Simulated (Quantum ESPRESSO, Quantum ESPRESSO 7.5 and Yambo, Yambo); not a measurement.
# Quasiparticle gap of AlN (P6_3mc) in Yambo

Wanted: ground state, empty states, screening and self-energy for AlN (P6_3mc).

Main program and level: Quantum ESPRESSO 7.5 and Yambo 5.3.0; PBE and many-body steps on it, plane waves.

The database entry behind the starting cell differs from later determinations by our own check (inner coordinate u about 0.002 short), so it need not match the best structure at ambient conditions.

## (1) The starting structure

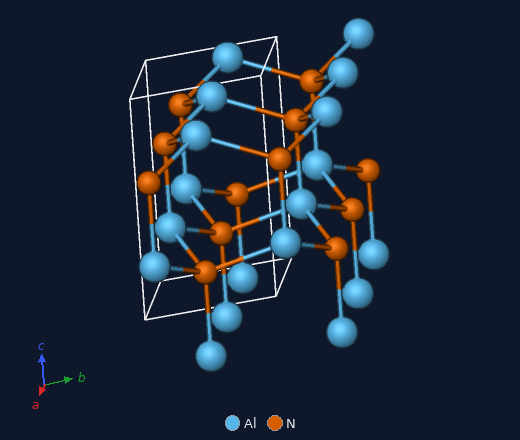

The cell as given, slightly off an axis (aluminium blue, nitrogen orange). 3×2×1 cells are drawn. Some periodic images of atoms are drawn too.

The cell and positions come from the Crystallography Open Database and are kept as given unless a step says otherwise.

## (2) Ground state

This step: Quantum ESPRESSO 7.5; DFT, PBE, plane waves, norm-conserving pseudopotentials.

The ground-state density comes first.

File pw.in:

```
&control
  calculation = 'scf'
  prefix = 'x'
  outdir = 'o'
  pseudo_dir = 'pseudo'
/
&system
  ibrav = 0
  nat = 4
  ntyp = 2
  ecutwfc = 72.0
  nbnd = 14
  force_symmorphic = .true.
/
&electrons
  conv_thr = 1e-10
  electron_maxstep = 80
  mixing_beta = 0.5
/
ATOMIC_SPECIES
  Al 26.982 Al.upf
  N 14.007 N.upf
CELL_PARAMETERS angstrom
  3.1130000000 -0.0000000000 0.0000000000
  -1.5565000000 2.6959370820 0.0000000000
  0.0000000000 0.0000000000 4.9810000000
ATOMIC_POSITIONS crystal
  Al 0.3333333333 0.6666666667 0.0000000000
  Al 0.6666666667 0.3333333333 0.5000000000
  N 0.3333333333 0.6666666667 0.3800000000
  N 0.6666666667 0.3333333333 0.8800000000
K_POINTS automatic
  6 6 4 0 0 0
```

Launch:

```bash
$ OMP_NUM_THREADS=1 mpirun -n 8 pw.x -nk 8 -in pw.in > pw.out
```

Output:

```text
Program PWSCF v.7.5 starts

     This program is part of the open-source Quantum ESPRESSO suite
     for quantum simulation of materials; please cite
         "P. Giannozzi et al., J. Phys.:Condens. Matter 21 395502 (2009);
         "P. Giannozzi et al., J. Phys.:Condens. Matter 29 465901 (2017);
         "P. Giannozzi et al., J. Chem. Phys. 152 154105 (2020);
     in publications or presentations arising from this work. More details at
     Message from routine setup:
     using ibrav=0 with symmetry is DISCOURAGED, use correct ibrav instead

     G-vector sticks info

     bravais-lattice index     =            0
     lattice parameter (alat)  =       5.8827  a.u.
     unit-cell volume          =     282.0993 (a.u.)^3
     number of atoms/cell      =            4
     number of atomic types    =            2
     number of electrons       =        16.00
     number of Kohn-Sham states=           14
     kinetic-energy cutoff     =      72.0000  Ry
     charge density cutoff     =     288.0000  Ry
     scf convergence threshold =      1.0E-10
     mixing beta               =       0.5000
     number of iterations used =            8  plain     mixing
     Exchange-correlation= PBE
                           (   1   4   3   4   0   0   0)

     celldm(1)=   5.882717  celldm(2)=   0.000000  celldm(3)=   0.000000
     celldm(4)=   0.000000  celldm(5)=   0.000000  celldm(6)=   0.000000

     crystal axes: (cart. coord. in units of alat)
               a(1) = (   1.000000  -0.000000   0.000000 )
               a(2) = (  -0.500000   0.866025   0.000000 )
               a(3) = (   0.000000   0.000000   1.600064 )

     reciprocal axes: (cart. coord. in units 2 pi/alat)
               b(1) = (  1.000000  0.577350 -0.000000 )
               b(2) = (  0.000000  1.154701 -0.000000 )
               b(3) = ( -0.000000 -0.000000  0.624975 )
     Pseudo is Norm-conserving + core correction, Zval =  3.0
     Generated using ONCVPSP code by D. R. Hamann
     Using radial grid of 1876 points,  6 beta functions with:
     Pseudo is Norm-conserving + core correction, Zval =  5.0
     Generated using ONCVPSP code by D. R. Hamann
     Using radial grid of 1058 points,  4 beta functions with:
     Al                3.00    26.98200     Al( 1.00)
     N                 5.00    14.00700     N ( 1.00)

      6 Sym. Ops. (no inversion) found

   Cartesian axes

     site n.     atom                  positions (alat units)
         1        Al     tau(   1) = (  -0.0000000   0.5773503   0.0000000  )
         2        Al     tau(   2) = (   0.5000000   0.2886751   0.8000321  )
         3        N      tau(   3) = (  -0.0000000   0.5773503   0.6080244  )
         4        N      tau(   4) = (   0.5000000   0.2886751   1.4080565  )

     number of k points=    24
                       cart. coord. in units 2pi/alat
        k(    1) = (   0.0000000   0.0000000   0.0000000), wk =   0.0138889
        k(    2) = (   0.0000000   0.0000000   0.1562437), wk =   0.0277778
        k(    3) = (   0.0000000   0.0000000  -0.3124875), wk =   0.0138889
        k(    4) = (   0.0000000   0.1924501   0.0000000), wk =   0.0833333
        k(    5) = (   0.0000000   0.1924501   0.1562437), wk =   0.0833333
        k(    6) = (   0.0000000   0.1924501  -0.3124875), wk =   0.0833333
        k(    7) = (   0.0000000   0.3849002   0.0000000), wk =   0.0833333
        k(    8) = (   0.0000000   0.3849002   0.1562437), wk =   0.0833333
        k(    9) = (   0.0000000   0.3849002  -0.3124875), wk =   0.0833333
        k(   10) = (   0.0000000  -0.5773503   0.0000000), wk =   0.0416667
     [... 12 further rows ...]
        k(   23) = (   0.0000000  -0.3849002   0.1562437), wk =   0.0833333
        k(   24) = (  -0.1666667  -0.4811252   0.1562437), wk =   0.1666667

     Dense  grid:    23187 G-vectors     FFT dimensions: (  32,  32,  54)

     Initial potential from superposition of free atoms

     starting charge      15.9951, renormalised to      16.0000
     Starting wfcs are   16 randomized atomic wfcs

     per-process dynamical memory:    21.0 Mb

     Self-consistent Calculation

     iteration #  1     ecut=    72.00 Ry     beta= 0.50

     total energy              =     -50.82011051 Ry
     estimated scf accuracy    <       1.20188536 Ry

     iteration #  2     ecut=    72.00 Ry     beta= 0.50

     total energy              =     -51.15495077 Ry
     estimated scf accuracy    <       0.13970245 Ry

     iteration #  3     ecut=    72.00 Ry     beta= 0.50

     total energy              =     -51.17366136 Ry
     estimated scf accuracy    <       0.01056837 Ry

     iteration #  4     ecut=    72.00 Ry     beta= 0.50

     total energy              =     -51.17593038 Ry
     estimated scf accuracy    <       0.00719850 Ry

     iteration #  5     ecut=    72.00 Ry     beta= 0.50

     total energy              =     -51.17620520 Ry
     estimated scf accuracy    <       0.00067582 Ry

     iteration #  6     ecut=    72.00 Ry     beta= 0.50

     total energy              =     -51.17644423 Ry
     estimated scf accuracy    <       0.00003540 Ry

     iteration #  7     ecut=    72.00 Ry     beta= 0.50

     total energy              =     -51.17643337 Ry
     estimated scf accuracy    <       0.00004063 Ry

     iteration #  8     ecut=    72.00 Ry     beta= 0.50

     total energy              =     -51.17643396 Ry
     estimated scf accuracy    <       0.00000640 Ry

     iteration #  9     ecut=    72.00 Ry     beta= 0.50

     total energy              =     -51.17643457 Ry
     estimated scf accuracy    <       0.00000056 Ry

     iteration # 10     ecut=    72.00 Ry     beta= 0.50

     total energy              =     -51.17643472 Ry
     estimated scf accuracy    <          7.2E-09 Ry

     iteration # 11     ecut=    72.00 Ry     beta= 0.50

     total energy              =     -51.17643473 Ry
     estimated scf accuracy    <          2.3E-09 Ry

     iteration # 12     ecut=    72.00 Ry     beta= 0.50

     total energy              =     -51.17643474 Ry
     estimated scf accuracy    <          2.4E-09 Ry

     iteration # 13     ecut=    72.00 Ry     beta= 0.50

     total energy              =     -51.17643473 Ry
     estimated scf accuracy    <          9.6E-10 Ry

     iteration # 14     ecut=    72.00 Ry     beta= 0.50

     End of self-consistent calculation

          k = 0.0000 0.0000 0.0000 (  2863 PWs)   bands (ev):

    -8.0385  -5.8877   1.1322   6.2756   6.2756   6.9268   6.9268   7.1067
    11.3272  13.7824  17.6990  18.2976  18.2976  20.2844

          k = 0.0000 0.0000 0.1562 (  2893 PWs)   bands (ev):

    -7.8016  -6.3221   1.9309   5.9103   6.3662   6.3662   6.8267   6.8267
    12.2778  13.8969  17.3750  18.2652  18.2653  18.8620

          k = 0.0000 0.0000-0.3125 (  2858 PWs)   bands (ev):

    -7.1500  -7.1500   3.7936   3.7936   6.5919   6.5919   6.5919   6.5919
    13.5732  13.5732  17.4520  17.4521  18.6140  18.6140

          k = 0.0000 0.1925 0.0000 (  2896 PWs)   bands (ev):

     [... further k-points ...]

     highest occupied, lowest unoccupied level (ev):     7.1067   11.3272

!    total energy              =     -51.17643473 Ry
     estimated scf accuracy    <          4.0E-11 Ry

     The total energy is the sum of the following terms:
     one-electron contribution =      -2.07178407 Ry
     hartree contribution      =      11.37824244 Ry
     xc contribution           =     -16.99644482 Ry
     ewald contribution        =     -43.48644828 Ry

     convergence has been achieved in  14 iterations

     XML data file, charge density, pseudopotentials, collected wavefunctions

=------------------------------------------------------------------------------=
   JOB DONE.
=------------------------------------------------------------------------------=
```

The job ended after 3.3 s (8 MPI ranks of Arm Neoverse V2, shared host; peak memory 0.44 GiB).

This step gave:

| Item | Value |
| --- | --- |
| total energy | -696.2909 eV |
| gap | 4.220 eV |
| k of the valence top | 0, 0, 0 |
| k of the conduction bottom | 0, 0, 0 |
| least direct gap | 4.220 eV |

The gap is direct, at Γ.

## (3) Bands along the symmetry lines

Levels along a band path, at the cheap level, show where the edges lie and whether the meshes to come will hold them.

File pw.in:

```
&control
  calculation = 'bands'
  prefix = 'x'
  outdir = 'o'
  pseudo_dir = 'pseudo'
/
&system
  ibrav = 0
  nat = 4
  ntyp = 2
  ecutwfc = 72.0
  nbnd = 14
  force_symmorphic = .true.
/
&electrons
  conv_thr = 1e-9
  electron_maxstep = 80
  diago_full_acc = .true.
  diago_thr_init = 5e-6
/
ATOMIC_SPECIES
  Al 26.982 Al.upf
  N 14.007 N.upf
CELL_PARAMETERS angstrom
  3.1130000000 -0.0000000000 0.0000000000
  -1.5565000000 2.6959370820 0.0000000000
  0.0000000000 0.0000000000 4.9810000000
ATOMIC_POSITIONS crystal
  Al 0.3333333333 0.6666666667 0.0000000000
  Al 0.6666666667 0.3333333333 0.5000000000
  N 0.3333333333 0.6666666667 0.3800000000
  N 0.6666666667 0.3333333333 0.8800000000
K_POINTS crystal
  75
  0.00000000 0.00000000 0.00000000 1
  0.06250000 0.00000000 0.00000000 1
  0.12500000 0.00000000 0.00000000 1
  0.18750000 0.00000000 0.00000000 1
  0.25000000 0.00000000 0.00000000 1
  0.31250000 0.00000000 0.00000000 1
  0.37500000 0.00000000 0.00000000 1
  0.43750000 0.00000000 0.00000000 1
  0.50000000 0.00000000 0.00000000 1
  0.47916667 0.04166667 0.00000000 1
  0.45833333 0.08333333 0.00000000 1
  0.43750000 0.12500000 0.00000000 1
  0.41666666 0.16666666 0.00000000 1
  0.39583333 0.20833333 0.00000000 1
  0.37500000 0.25000000 0.00000000 1
  0.35416666 0.29166666 0.00000000 1
  0.33333333 0.33333333 0.00000000 1
  0.29166666 0.29166666 0.00000000 1
  0.25000000 0.25000000 0.00000000 1
  0.20833333 0.20833333 0.00000000 1
  0.16666666 0.16666666 0.00000000 1
  0.12500000 0.12500000 0.00000000 1
  0.08333333 0.08333333 0.00000000 1
  0.04166667 0.04166667 0.00000000 1
  0.00000000 0.00000000 0.00000000 1
  0.00000000 0.00000000 0.06250000 1
  0.00000000 0.00000000 0.12500000 1
  0.00000000 0.00000000 0.18750000 1
  0.00000000 0.00000000 0.25000000 1
  0.00000000 0.00000000 0.31250000 1
  0.00000000 0.00000000 0.37500000 1
  0.00000000 0.00000000 0.43750000 1
  0.00000000 0.00000000 0.50000000 1
  0.06250000 0.00000000 0.50000000 1
  0.12500000 0.00000000 0.50000000 1
  0.18750000 0.00000000 0.50000000 1
  0.25000000 0.00000000 0.50000000 1
  0.31250000 0.00000000 0.50000000 1
  0.37500000 0.00000000 0.50000000 1
  0.43750000 0.00000000 0.50000000 1
  0.50000000 0.00000000 0.50000000 1
  0.47916667 0.04166667 0.50000000 1
  0.45833333 0.08333333 0.50000000 1
  0.43750000 0.12500000 0.50000000 1
  0.41666666 0.16666666 0.50000000 1
  0.39583333 0.20833333 0.50000000 1
  0.37500000 0.25000000 0.50000000 1
  0.35416666 0.29166666 0.50000000 1
  0.33333333 0.33333333 0.50000000 1
  0.29166666 0.29166666 0.50000000 1
  0.25000000 0.25000000 0.50000000 1
  0.20833333 0.20833333 0.50000000 1
  0.16666666 0.16666666 0.50000000 1
  0.12500000 0.12500000 0.50000000 1
  0.08333333 0.08333333 0.50000000 1
  0.04166667 0.04166667 0.50000000 1
  0.00000000 0.00000000 0.50000000 1
  0.50000000 0.00000000 0.50000000 1
  0.50000000 0.00000000 0.43750000 1
  0.50000000 0.00000000 0.37500000 1
  0.50000000 0.00000000 0.31250000 1
  0.50000000 0.00000000 0.25000000 1
  0.50000000 0.00000000 0.18750000 1
  0.50000000 0.00000000 0.12500000 1
  0.50000000 0.00000000 0.06250000 1
  0.50000000 0.00000000 0.00000000 1
  0.33333333 0.33333333 0.50000000 1
  0.33333333 0.33333333 0.43750000 1
  0.33333333 0.33333333 0.37500000 1
  0.33333333 0.33333333 0.31250000 1
  0.33333333 0.33333333 0.25000000 1
  0.33333333 0.33333333 0.18750000 1
  0.33333333 0.33333333 0.12500000 1
  0.33333333 0.33333333 0.06250000 1
  0.33333333 0.33333333 0.00000000 1
```

Output:

```text
[banner, memory and clock lines left out]
Program PWSCF v.7.5 starts

     Atomic positions and unit cell read from directory:
     o/x.save/

     Message from routine setup:
     using ibrav=0 with symmetry is DISCOURAGED, use correct ibrav instead

     G-vector sticks info

     bravais-lattice index     =            0
     lattice parameter (alat)  =       5.8827  a.u.
     unit-cell volume          =     282.0993 (a.u.)^3
     number of atoms/cell      =            4
     number of atomic types    =            2
     number of electrons       =        16.00
     number of Kohn-Sham states=           14
     kinetic-energy cutoff     =      72.0000  Ry
     charge density cutoff     =     288.0000  Ry
     Exchange-correlation= PBE
                           (   1   4   3   4   0   0   0)

     celldm(1)=   5.882717  celldm(2)=   0.000000  celldm(3)=   0.000000
     celldm(4)=   0.000000  celldm(5)=   0.000000  celldm(6)=   0.000000

     crystal axes: (cart. coord. in units of alat)
               a(1) = (   1.000000  -0.000000   0.000000 )
               a(2) = (  -0.500000   0.866025   0.000000 )
               a(3) = (   0.000000   0.000000   1.600064 )

     reciprocal axes: (cart. coord. in units 2 pi/alat)
               b(1) = (  1.000000  0.577350 -0.000000 )
               b(2) = (  0.000000  1.154701 -0.000000 )
               b(3) = ( -0.000000 -0.000000  0.624975 )
     Pseudo is Norm-conserving + core correction, Zval =  3.0
     Generated using ONCVPSP code by D. R. Hamann
     Using radial grid of 1876 points,  6 beta functions with:
     Pseudo is Norm-conserving + core correction, Zval =  5.0
     Generated using ONCVPSP code by D. R. Hamann
     Using radial grid of 1058 points,  4 beta functions with:
     Al                3.00    26.98200     Al( 1.00)
     N                 5.00    14.00700     N ( 1.00)

      6 Sym. Ops. (no inversion) found

   Cartesian axes

     site n.     atom                  positions (alat units)
         1        Al     tau(   1) = (  -0.0000000   0.5773503   0.0000000  )
         2        Al     tau(   2) = (   0.5000000   0.2886751   0.8000321  )
         3        N      tau(   3) = (  -0.0000000   0.5773503   0.6080244  )
         4        N      tau(   4) = (   0.5000000   0.2886751   1.4080565  )

     number of k points=    75
                       cart. coord. in units 2pi/alat
        k(    1) = (   0.0000000   0.0000000   0.0000000), wk =   0.0266667
        k(    2) = (   0.0625000   0.0360844   0.0000000), wk =   0.0266667
        k(    3) = (   0.1250000   0.0721688   0.0000000), wk =   0.0266667
[...]
[... 63 further rows ...]
        k(   74) = (   0.3333333   0.5773503   0.0390609), wk =   0.0266667
        k(   75) = (   0.3333333   0.5773503   0.0000000), wk =   0.0266667

     Dense  grid:    23187 G-vectors     FFT dimensions: (  32,  32,  54)

     The potential is recalculated from file :
     o/x.save/charge-density

     Starting wfcs are   16 randomized atomic wfcs

     Band Structure Calculation

     End of band structure calculation

          k = 0.0000 0.0000 0.0000 (  2863 PWs)   bands (ev):

    -8.0385  -5.8877   1.1322   6.2756   6.2756   6.9268   6.9268   7.1067
    11.3272  13.7824  17.6990  18.2976  18.2976  20.2845

          k = 0.0625 0.0361 0.0000 (  2881 PWs)   bands (ev):

    -7.9887  -5.8594   1.1915   6.0380   6.2074   6.6812   6.9207   7.0869
    11.5752  13.9974  17.4940  17.9237  18.4422  20.0986

          k = 0.1250 0.0722 0.0000 (  2880 PWs)   bands (ev):

    -7.8414  -5.7784   1.3678   5.4066   6.0322   6.1037   6.8891   7.0164
    12.1589  14.5141  16.8879  17.2194  18.8553  19.7092

[...]
k = 0.3333 0.5774 0.0391 (  2931 PWs)   bands (ev):

    -5.5416  -5.5416   2.3343   3.2784   3.2784   4.6549   4.8286   4.8286
    12.2407  15.4762  16.7139  16.7139  18.6879  18.6879

          k = 0.3333 0.5774 0.0000 (  2928 PWs)   bands (ev):

    -5.5434  -5.5434   2.3182   3.3537   3.3537   4.6905   4.7354   4.7354
    12.1816  15.4832  16.8039  16.8039  18.6615  18.6615

     XML data file, pseudopotentials, collected wavefunctions
```

Run time: 2.8 s. Hardware: 8 MPI ranks; peak memory 0.41 GiB.

Numbers from this step:

```
gap                        : 4.221 eV
k of the valence top       : 0, 0, 0
k of the conduction bottom : 0, 0, 0
least direct gap           : 4.221 eV
```

The gap is 4.221 eV, as in the run before at this level.

The electronic bands at the labelled points (eV, zero at the top of the highest filled band; v1 is the highest filled band, c1 the lowest empty one):

```csv
point,v4,v3,v2,v1,c1,c2,c3,c4
Γ,-0.83,-0.18,-0.18,0.00,4.22,6.68,10.59,11.19
M,-3.33,-2.06,-1.77,-0.66,5.83,5.84,8.21,10.30
K,-3.75,-2.42,-2.37,-2.37,5.07,8.38,9.70,9.70
Γ,-0.83,-0.18,-0.18,0.00,4.22,6.68,10.59,11.19
A,-0.51,-0.51,-0.51,-0.51,6.47,6.47,10.35,10.35
L,-1.44,-1.44,-1.35,-1.35,5.34,5.34,9.32,9.32
H,-3.83,-3.83,-0.78,-0.78,7.44,7.44,7.88,7.88
A,-0.51,-0.51,-0.51,-0.51,6.47,6.47,10.35,10.35
jump to L,-1.44,-1.44,-1.35,-1.35,5.34,5.34,9.32,9.32
M,-3.33,-2.06,-1.77,-0.66,5.83,5.84,8.21,10.30
jump to H,-3.83,-3.83,-0.78,-0.78,7.44,7.44,7.88,7.88
K,-3.75,-2.42,-2.37,-2.37,5.07,8.38,9.70,9.70
```

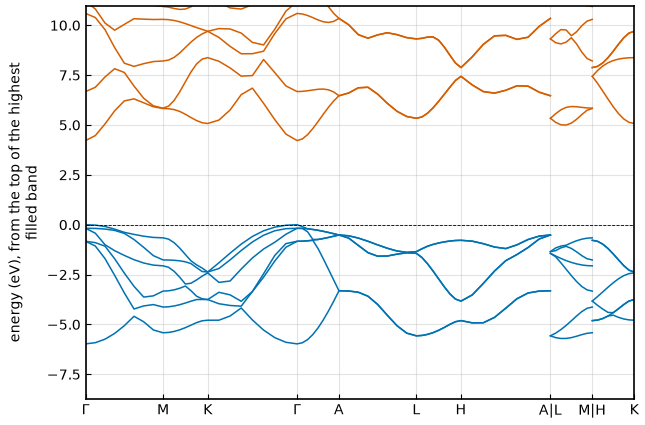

Electronic bands along the path; lines of filled and empty bands in two colours.

[end of part 1 of 2]

[Paths, hosts, dates, memory and timing lines, banners, echoed tables and standing remarks are left out of the program output.]

[Logs are printed without paths, hosts, clocks, repeated set-up lines and the standing remarks that a program may print on its own settings, such as how far it seeks lower states.]

[Runs of the session that timed out or met a known fault of the program may be left out.]

[Hosts, paths, dates, database ids (printed as entryN), source tags and the programs' standing remarks are cut or masked in the printed files.]
